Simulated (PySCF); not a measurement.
# C3H9BF− (SMILES [BH3-]CCCF) at 4 levels

We compute a comparison of 4 runs (HF/3-21G, B3LYP/6-31G*, TPSS/def2-TZVP) of C3H9BF−. 

The results are computed with PySCF 2.14.0.

## (1) The system as given

C3H9BF−: 14 atoms, total charge -1, spin state singlet. SMILES: `[BH3-]CCCF`. Geometry: relaxed at GFN2-xTB. This is one conformer, not always the lowest.

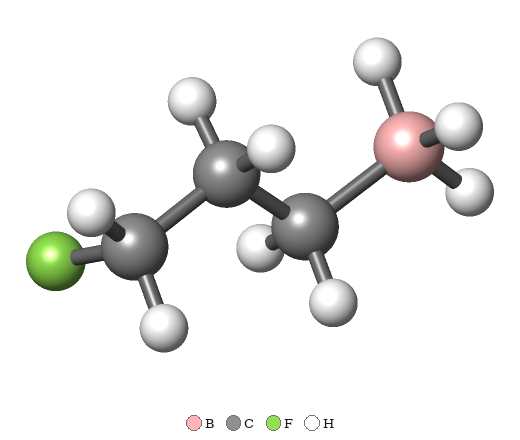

Viewed from a chosen angle; boron pink, carbon grey, fluorine green, hydrogen white.

## (2) Energy and forces at HF/3-21G (run 1)

The input, run.py:

```python
import pyscf.grad
from pyscf import gto, scf

system = gto.Mole()
system.atom = '''
B   -1.620800   0.826850   0.937100
C   -0.476340   0.563450  -0.229850
C    0.467500  -0.569780   0.145810
C    1.630890  -0.780940  -0.817140
F    1.239600  -1.391870  -1.999130
H   -1.069860   1.127650   1.992520
H   -2.355480   1.742750   0.593880
H   -2.291010  -0.183570   1.111630
H   -0.941120   0.325340  -1.193210
H    0.123150   1.470240  -0.387950
H   -0.095600  -1.502200   0.225680
H    0.899870  -0.359550   1.128130
H    2.084590   0.173450  -1.109680
H    2.404610  -1.441830  -0.397790
'''
system.max_memory = 1860
system.verbose = 4
system.spin = 0
system.basis = '3-21g'
system.charge = -1
system.build()

hf = scf.RHF(system)
hf.conv_tol = 1e-10
hf.kernel()
if not hf.converged:
    hf = hf.newton().run(hf.mo_coeff, hf.mo_occ)

energy = hf.e_tot
print(f'total energy: {energy:.8f} hartree')
grad = hf.Gradients().kernel()
dip = hf.dip_moment()
pop, q = hf.mulliken_pop()
```

Command:

```bash
$ OMP_NUM_THREADS=1 python run.py
```

What it wrote:

```text
PySCF version 2.14.0

[... 68 lines left out ...]
converged SCF energy = -241.600792642493
total energy: -241.60079264 hartree
[... 12 lines left out ...]
WARN: System has nonzero charge -1; the dipole moment is origin-dependent.
[... 2 lines left out ...]
Dipole moment(X, Y, Z, Debye):  6.69029, -2.30470, -1.87111
[... 39 lines left out ...]
pop of  4 F 3s            1.55617
pop of  4 F 2px           0.88210
pop of  4 F 2py           0.85532
pop of  4 F 2pz           0.72620
pop of  4 F 3px           1.03443
pop of  4 F 3py           1.01931
pop of  4 F 3pz           0.93943
pop of  5 H 1s            0.44691
pop of  5 H 2s            0.73508
pop of  6 H 1s            0.44800
pop of  6 H 2s            0.73360
pop of  7 H 1s            0.44770
pop of  7 H 2s            0.72796
pop of  8 H 1s            0.47241
pop of  8 H 2s            0.40205
pop of  9 H 1s            0.47338
pop of  9 H 2s            0.42430
pop of  10 H 1s           0.46845
pop of  10 H 2s           0.33261
pop of  11 H 1s           0.46962
pop of  11 H 2s           0.35060
pop of  12 H 1s           0.48956
pop of  12 H 2s           0.34758
pop of  13 H 1s           0.49181
pop of  13 H 2s           0.37046
 ** Mulliken atomic charges  **
charge of    0B =      0.05730
charge of    1C =     -0.55959
charge of    2C =     -0.47592
charge of    3C =      0.04920
charge of    4F =     -0.43893
charge of    5H =     -0.18199
charge of    6H =     -0.18160
charge of    7H =     -0.17565
charge of    8H =      0.12554
charge of    9H =      0.10232
charge of   10H =      0.19894
charge of   11H =      0.17978
charge of   12H =      0.16286
charge of   13H =      0.13773
```

Run time: 3.3 s. Hardware: 1 thread of Intel Xeon at 2.70GHz, shared host; peak memory 0.13 GiB.

## (3) Energy and gradient at B3LYP/6-31G(d) (spherical functions) (run 2)

The input, input.xyz:

```xyz
14
C3H9BF
B     -1.620800     0.826850     0.937100
C     -0.476340     0.563450    -0.229850
C      0.467500    -0.569780     0.145810
C      1.630890    -0.780940    -0.817140
F      1.239600    -1.391870    -1.999130
H     -1.069860     1.127650     1.992520
H     -2.355480     1.742750     0.593880
H     -2.291010    -0.183570     1.111630
H     -0.941120     0.325340    -1.193210
H      0.123150     1.470240    -0.387950
H     -0.095600    -1.502200     0.225680
H      0.899870    -0.359550     1.128130
H      2.084590     0.173450    -1.109680
H      2.404610    -1.441830    -0.397790
```

The input, run.py:

```python
import pyscf.grad
from pyscf import gto, dft

mol = gto.M(
    atom='input.xyz',
    charge=-1,
    spin=0,
    basis='6-31g*',
    verbose=4,
    max_memory=1860,
)

mf = dft.RKS(mol)
mf.xc = 'b3lyp'
mf.conv_tol = 1e-10
mf.grids.level = 5
mf.kernel()
if not mf.converged:
    mf = mf.newton().run(mf.mo_coeff, mf.mo_occ)

e_final = mf.e_tot
print('Final energy', e_final)
grad = mf.Gradients().kernel()
mf.analyze()
```

Command:

```bash
$ OMP_NUM_THREADS=1 python run.py
```

What it wrote:

```text
PySCF version 2.14.0

[... 102 lines left out ...]
Two-electron Energy =                  266.252179187679928
[... 10 lines left out ...]
MO #7   energy= -0.610037395220121 occ= 2
[... 8 lines left out ...]
MO #16  energy= -0.178517443918812 occ= 2
[... 8 lines left out ...]
MO #25  energy= 0.306631807305735  occ= 0
[... 8 lines left out ...]
MO #34  energy= 0.462202398979672  occ= 0
[... 8 lines left out ...]
MO #43  energy= 0.861771535150326  occ= 0
[... 8 lines left out ...]
MO #52  energy= 1.12707215704413   occ= 0
[... 8 lines left out ...]
MO #61  energy= 1.53466669243697   occ= 0
[... 8 lines left out ...]
MO #70  energy= 1.97937982767991   occ= 0
[... 8 lines left out ...]
MO #79  energy= 2.3223184755012    occ= 0
[... 8 lines left out ...]
MO #88  energy= 3.16520053405711   occ= 0
[... 70 lines left out ...]
pop of  4 F 3dxz          0.00122
pop of  4 F 3dx2-y2       0.00036
pop of  5 H 1s            1.09536
pop of  5 H 2s            0.00107
pop of  6 H 1s            1.08716
pop of  6 H 2s            0.00095
pop of  7 H 1s            1.09175
pop of  7 H 2s            0.00101
pop of  8 H 1s            0.94355
pop of  8 H 2s            0.00600
pop of  9 H 1s            0.95495
pop of  9 H 2s            0.00514
pop of  10 H 1s           0.90883
pop of  10 H 2s           0.00760
pop of  11 H 1s           0.91365
pop of  11 H 2s           0.00693
pop of  12 H 1s           0.91552
pop of  12 H 2s           0.00785
pop of  13 H 1s           0.93271
pop of  13 H 2s           0.00722
 ** Mulliken atomic charges  **
charge of    0B =     -0.47503
charge of    1C =     -0.23789
charge of    2C =     -0.16741
charge of    3C =      0.10770
charge of    4F =     -0.34014
charge of    5H =     -0.09643
charge of    6H =     -0.08811
charge of    7H =     -0.09276
charge of    8H =      0.05045
charge of    9H =      0.03991
charge of   10H =      0.08357
charge of   11H =      0.07942
charge of   12H =      0.07663
charge of   13H =      0.06007

WARN: System has nonzero charge -1; the dipole moment is origin-dependent.
Location of origin: [0. 0. 0.]

Dipole moment(X, Y, Z, Debye):  6.30709, -2.38544, -2.16451
```

Run time: 43 s. Hardware: 1 thread of Intel Xeon at 2.70GHz, shared host; peak memory 0.9 GiB.

## (4) Energy and gradient at B3LYP/6-31G(d) (Cartesian functions) (run 3)

The input, job.py:

```python
from pyscf import gto, dft

system = gto.Mole()
system.atom = '''
B   -1.620800   0.826850   0.937100
C   -0.476340   0.563450  -0.229850
C    0.467500  -0.569780   0.145810
C    1.630890  -0.780940  -0.817140
F    1.239600  -1.391870  -1.999130
H   -1.069860   1.127650   1.992520
H   -2.355480   1.742750   0.593880
H   -2.291010  -0.183570   1.111630
H   -0.941120   0.325340  -1.193210
H    0.123150   1.470240  -0.387950
H   -0.095600  -1.502200   0.225680
H    0.899870  -0.359550   1.128130
H    2.084590   0.173450  -1.109680
H    2.404610  -1.441830  -0.397790
'''
system.verbose = 4
system.spin = 0
system.max_memory = 1860
system.cart = True
system.charge = -1
system.basis = '6-31g*'
system.build()

mf = dft.RKS(system)
mf.xc = 'b3lyp'
mf.grids.level = 5
mf.conv_tol = 1e-10
mf.kernel()
if not mf.converged:
    mf = mf.newton().run(mf.mo_coeff, mf.mo_occ)

energy = mf.e_tot
print('Final energy', energy)
grad = mf.nuc_grad_method().kernel()
mf.analyze()
```

Command:

```bash
$ OMP_NUM_THREADS=1 python job.py
```

What it wrote:

```text
PySCF version 2.14.0

[... 86 lines left out ...]
Final energy -244.42942249532067
[... 23 lines left out ...]
MO #3   energy= -10.0090508112009  occ= 2
[... 8 lines left out ...]
MO #12  energy= -0.291969011047649 occ= 2
[... 8 lines left out ...]
MO #21  energy= -0.0484090729230597 occ= 2
[... 8 lines left out ...]
MO #30  energy= 0.413941262435769  occ= 0
[... 8 lines left out ...]
MO #39  energy= 0.726104742909794  occ= 0
[... 8 lines left out ...]
MO #48  energy= 1.04424033121178   occ= 0
[... 8 lines left out ...]
MO #57  energy= 1.23380312582577   occ= 0
[... 8 lines left out ...]
MO #66  energy= 1.80903159947304   occ= 0
[... 8 lines left out ...]
MO #75  energy= 2.13005333392703   occ= 0
[... 8 lines left out ...]
MO #84  energy= 2.65086545792106   occ= 0
[... 8 lines left out ...]
MO #93  energy= 4.69408822501269   occ= 0
[... 75 lines left out ...]
pop of  4  F 3dyz         0.00203
pop of  4  F 3dzz         0.00112
pop of  5  H 1s           1.09494
pop of  5  H 2s           0.00108
pop of  6  H 1s           1.08675
pop of  6  H 2s           0.00096
pop of  7  H 1s           1.09133
pop of  7  H 2s           0.00102
pop of  8  H 1s           0.94352
pop of  8  H 2s           0.00611
pop of  9  H 1s           0.95486
pop of  9  H 2s           0.00523
pop of  10  H 1s          0.90875
pop of  10  H 2s          0.00771
pop of  11  H 1s          0.91344
pop of  11  H 2s          0.00703
pop of  12  H 1s          0.91531
pop of  12  H 2s          0.00798
pop of  13  H 1s          0.93247
pop of  13  H 2s          0.00734
 ** Mulliken atomic charges  **
charge of    0B =     -0.47638
charge of    1C =     -0.23764
charge of    2C =     -0.16733
charge of    3C =      0.10821
charge of    4F =     -0.34102
charge of    5H =     -0.09602
charge of    6H =     -0.08771
charge of    7H =     -0.09236
charge of    8H =      0.05038
charge of    9H =      0.03990
charge of   10H =      0.08354
charge of   11H =      0.07953
charge of   12H =      0.07671
charge of   13H =      0.06019

WARN: System has nonzero charge -1; the dipole moment is origin-dependent.
Location of origin: [0. 0. 0.]

Dipole moment(X, Y, Z, Debye):  6.30097, -2.38277, -2.16003
```

It took 46 s on 1 thread of Intel Xeon at 2.70GHz, shared host; peak memory 0.96 GiB.

## (5) Energy and forces at TPSS/def2-TZVP (run 4)

The input, calc.py:

```python
import pyscf.grad
from pyscf import gto, dft

mol = gto.Mole()
mol.atom = '''
B   -1.620800   0.826850   0.937100
C   -0.476340   0.563450  -0.229850
C    0.467500  -0.569780   0.145810
C    1.630890  -0.780940  -0.817140
F    1.239600  -1.391870  -1.999130
H   -1.069860   1.127650   1.992520
H   -2.355480   1.742750   0.593880
H   -2.291010  -0.183570   1.111630
H   -0.941120   0.325340  -1.193210
H    0.123150   1.470240  -0.387950
H   -0.095600  -1.502200   0.225680
H    0.899870  -0.359550   1.128130
H    2.084590   0.173450  -1.109680
H    2.404610  -1.441830  -0.397790
'''
mol.verbose = 3
mol.charge = -1
mol.max_memory = 1860
mol.basis = 'def2-tzvp'
mol.spin = 0
mol.build()

myscf = dft.RKS(mol, xc='tpss')
myscf.grids.level = 5
myscf.conv_tol = 1e-10
myscf.kernel()
if not myscf.converged:
    myscf = myscf.newton().run(myscf.mo_coeff, myscf.mo_occ)

e_final = myscf.e_tot
print('E = %.10f Eh' % e_final)
grad = myscf.Gradients().kernel()
myscf.analyze()
```

Command:

```bash
$ OMP_NUM_THREADS=1 python calc.py
```

What it wrote:

```text
converged SCF energy = -244.578627181945
[... 22 lines left out ...]
MO #13  energy= -0.220651080907327 occ= 2
[... 15 lines left out ...]
MO #29  energy= 0.257956377599127  occ= 0
[... 15 lines left out ...]
MO #45  energy= 0.506251264822098  occ= 0
[... 15 lines left out ...]
MO #61  energy= 0.78125935068614   occ= 0
[... 15 lines left out ...]
MO #77  energy= 1.14876424049779   occ= 0
[... 15 lines left out ...]
MO #93  energy= 1.72269487401251   occ= 0
[... 15 lines left out ...]
MO #109 energy= 2.10117052686932   occ= 0
[... 15 lines left out ...]
MO #125 energy= 2.52870845926065   occ= 0
[... 15 lines left out ...]
MO #141 energy= 2.91492507371718   occ= 0
[... 15 lines left out ...]
MO #157 energy= 3.36700208712128   occ= 0
[... 15 lines left out ...]
MO #173 energy= 3.88221991737884   occ= 0
[... 15 lines left out ...]
MO #189 energy= 4.8732291478991    occ= 0
MO #190 energy= 4.97568316610808   occ= 0
MO #191 energy= 5.0128201358755    occ= 0
MO #192 energy= 5.32964885752909   occ= 0
MO #193 energy= 7.0275192329719    occ= 0
MO #194 energy= 7.03055684367828   occ= 0
MO #195 energy= 7.11110787896677   occ= 0
MO #196 energy= 7.12024153591174   occ= 0
MO #197 energy= 7.35641904513222   occ= 0
MO #198 energy= 7.38563686465226   occ= 0
MO #199 energy= 7.40119421983366   occ= 0
MO #200 energy= 8.45795166353049   occ= 0
MO #201 energy= 8.47097480106202   occ= 0
MO #202 energy= 8.86480144703788   occ= 0
MO #203 energy= 8.90147203032377   occ= 0
MO #204 energy= 9.09302474577069   occ= 0
MO #205 energy= 15.056685201155    occ= 0
MO #206 energy= 22.3752657353335   occ= 0
MO #207 energy= 22.5281777837649   occ= 0
MO #208 energy= 22.5768023176351   occ= 0
MO #209 energy= 57.2121875673865   occ= 0
 ** Mulliken atomic charges  **
charge of    0B =     -0.50115
charge of    1C =     -0.26664
charge of    2C =     -0.18367
charge of    3C =      0.09920
charge of    4F =     -0.34713
charge of    5H =     -0.08729
charge of    6H =     -0.07909
charge of    7H =     -0.08337
charge of    8H =      0.06358
charge of    9H =      0.05201
charge of   10H =      0.09274
charge of   11H =      0.08975
charge of   12H =      0.08343
charge of   13H =      0.06765

WARN: System has nonzero charge -1; the dipole moment is origin-dependent.
Location of origin: [0. 0. 0.]

Dipole moment(X, Y, Z, Debye):  6.27714, -2.31697, -2.09898
```

Run time: 6.6 min. Hardware: 1 thread of Intel Xeon at 2.70GHz, shared host; peak memory 1.8 GiB.

## (6) Overview of the runs

| run | level | integration grid | Cartesian functions | energy (Eh) | HOMO energy (eV) | LUMO energy (eV) | HOMO–LUMO gap (eV) | wall time |
| --- | --- | --- | --- | --- | --- | --- | --- | --- |
| 1 | HF/3-21G | – | no | -241.600793 | -4.91 | 11.29 | 16.20 | 3.3 s |
| 2 | B3LYP/6-31G* (spherical functions) | 5 | no | -244.425668 | -1.32 | 6.71 | 8.03 | 43 s |
| 3 | B3LYP/6-31G* (Cartesian functions) | 5 | yes | -244.429422 | -1.32 | 6.71 | 8.02 | 46 s |
| 4 | TPSS/def2-TZVP | 5 | no | -244.578627 | -1.02 | 4.59 | 5.61 | 6.6 min |

## (7) Summary of results

| quantity | value |
| --- | --- |
| run 4: total energy | -244.57863 Eh |
| run 4: HOMO energy | -1.02 eV |
| run 4: LUMO energy | 4.59 eV |
| run 4: HOMO–LUMO gap (to an unbound level, set by the basis) | 5.61 eV |
| run 4: largest force on an atom | 1.260 eV/Å |

The HOMO–LUMO gap runs from 5.61 eV (TPSS/def2-TZVP) to 16.20 eV (HF/3-21G). The two ends differ in method and basis. The empty levels of an anion lie above zero and hang on the basis. Totals of different functionals can't be ranked against each other. All runs together took 8.2 min, the longest 6.6 min.
